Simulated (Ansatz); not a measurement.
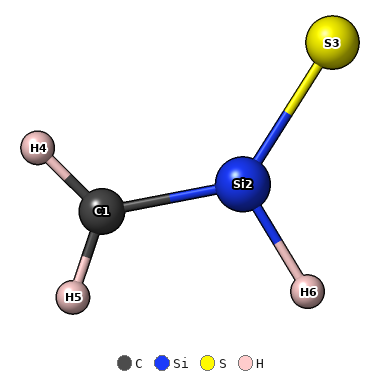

The system is CH3SSi, SMILES C=[SiH][S-], charge −1; the picture shows the reference structure. 
- Coordinates scanned: (1) angle H4–C1–Si2; (2) dihedral H4–C1–Si2–S3.
- Nothing is relaxed (all other coordinates rigid).
- Grid: 15 × 15 points; 120 points were computed and 105 follow by symmetry.
- Points are written as (first, second).
- Energies are in eV, from the relaxed molecule at the same level.
- The calculation used RKS PBE0-D4/def2-TZVPD (Ansatz).

Its coordinates:

```xyz
6

C    -0.4877    0.3893   -0.7071
Si    0.3822   -0.3987    0.5564
S     0.6791   -2.3329    1.0266
H    -1.0406   -0.1260   -1.4865
H    -0.5013    1.4758   -0.7522
H     1.0278    0.6186    1.4565
```

Range: angle H4–C1–Si2 from 79.5 to 169.5°; dihedral H4–C1–Si2–S3 from −180 to 156°.

> What will the energy surface look like?

The lowest grid point is at (124.5°, −180°), 0.011 eV from the relaxed molecule at the same level. There is a further well near (124.5°, −12°) (0.026 eV above the lowest at that grid point). The highest grid point, (79.5°, −84°), lies 2.44 eV above the lowest. On the interpolated surface the easiest way out of the lowest well to a well of about the same depth near (124.5°, −12°) passes a barrier of about 1.3 eV. Round the minimum the two coordinates are nearly uncoupled.

```tsv
dihedral H4–C1–Si2–S3 ↓, angle H4–C1–Si2 →	79.5	85.9	92.3	98.8	105.2	111.6	118.0	124.5	130.9	137.3	143.8	150.2	156.6	163.0	169.5
156	1.35	1.02	0.75	0.53	0.36	0.24	0.17	0.16	0.20	0.29	0.44	0.63	0.88	1.18	1.53
132	1.76	1.44	1.17	0.94	0.78	0.66	0.59	0.57	0.60	0.69	0.83	1.01	1.25	1.54	1.88
108	2.25	1.94	1.68	1.47	1.30	1.18	1.11	1.09	1.12	1.20	1.32	1.50	1.72	1.99	2.30
84	2.45	2.15	1.89	1.67	1.50	1.38	1.30	1.27	1.30	1.37	1.49	1.65	1.87	2.12	2.43
60	2.11	1.78	1.50	1.26	1.08	0.94	0.86	0.82	0.84	0.92	1.04	1.22	1.45	1.73	2.06
36	1.66	1.31	1.01	0.77	0.58	0.44	0.36	0.33	0.35	0.43	0.56	0.75	1.00	1.29	1.65
12	1.37	1.02	0.72	0.47	0.28	0.15	0.07	0.04	0.06	0.15	0.29	0.48	0.73	1.04	1.40
−12	1.37	1.02	0.72	0.47	0.28	0.15	0.07	0.04	0.06	0.15	0.29	0.48	0.73	1.04	1.40
−36	1.66	1.31	1.01	0.77	0.58	0.44	0.36	0.33	0.35	0.43	0.56	0.75	1.00	1.29	1.65
−60	2.11	1.78	1.50	1.26	1.08	0.94	0.86	0.82	0.84	0.92	1.04	1.22	1.45	1.73	2.06
−84	2.45	2.15	1.89	1.67	1.50	1.38	1.30	1.27	1.30	1.37	1.49	1.65	1.87	2.12	2.43
−108	2.25	1.94	1.68	1.47	1.30	1.18	1.11	1.09	1.12	1.20	1.32	1.50	1.72	1.99	2.30
−132	1.76	1.44	1.17	0.94	0.78	0.66	0.59	0.57	0.60	0.69	0.83	1.01	1.25	1.54	1.88
−156	1.35	1.02	0.75	0.53	0.36	0.24	0.17	0.16	0.20	0.29	0.44	0.63	0.88	1.18	1.53
−180	1.20	0.87	0.60	0.37	0.20	0.09	0.02	0.01	0.05	0.14	0.29	0.49	0.74	1.05	1.41
```

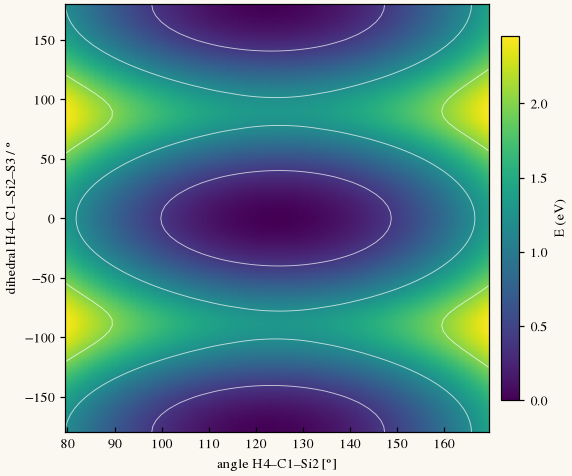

The picture shows a smooth colour map with a few white contour lines. Between grid points the surface is interpolated.

Each point was launched as `ansatz run input.yaml --threads 1 --pin off --max-ram 2560MiB --backend cpu --events-out ev --progress --plain --runs-dir out`. The whole map (120 points run) took 18 min on 1 thread of Arm Neoverse N1, with other jobs on the host.
